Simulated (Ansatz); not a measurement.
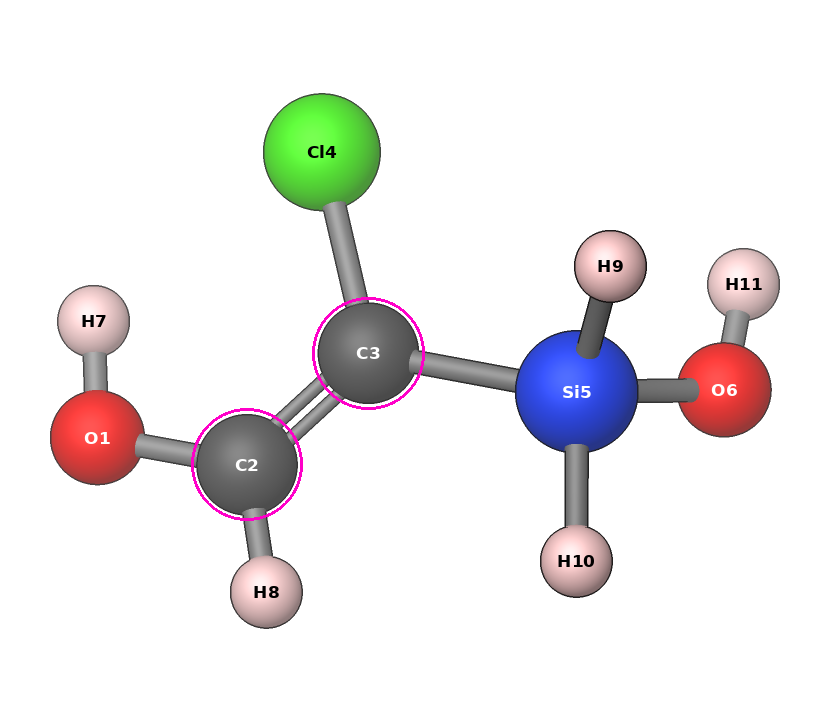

Depth is shown by fading: the farther an atom, the more it takes the colour of the background. Circles mark the stereogenic atoms. Computed geometry: PBE-D4/def2-SVP optimisation. No frequency run is at hand to confirm it as a minimum.

Q: What are the Cahn–Ingold–Prelog descriptors?

A: C2=C3: Z.
